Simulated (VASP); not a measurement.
Band structure of Rh (fcc). Level of theory: PBE GGA with D4 dispersion, VASP's PBE PAW potentials (set 64) (plane waves; VASP).

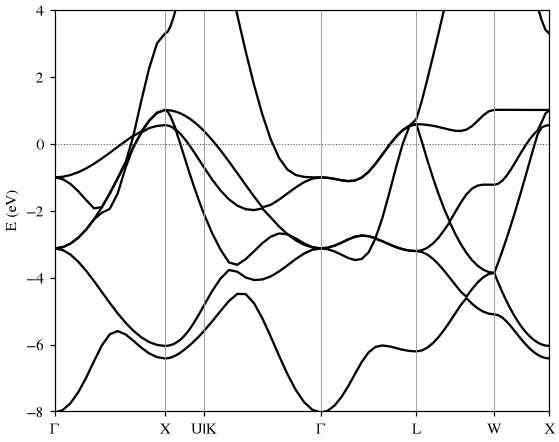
Figure: Bands along high-symmetry lines, zero at the valence-band maximum or, without a gap, the Fermi level

### Question
Read the plot: is there a gap, and where are the band edges?

### Answer
It has no gap at this level: it comes out as a metal or semimetal. (Edges off the drawn lines would not show.)

The compound is Rh in the fcc structure. It was relaxed first.
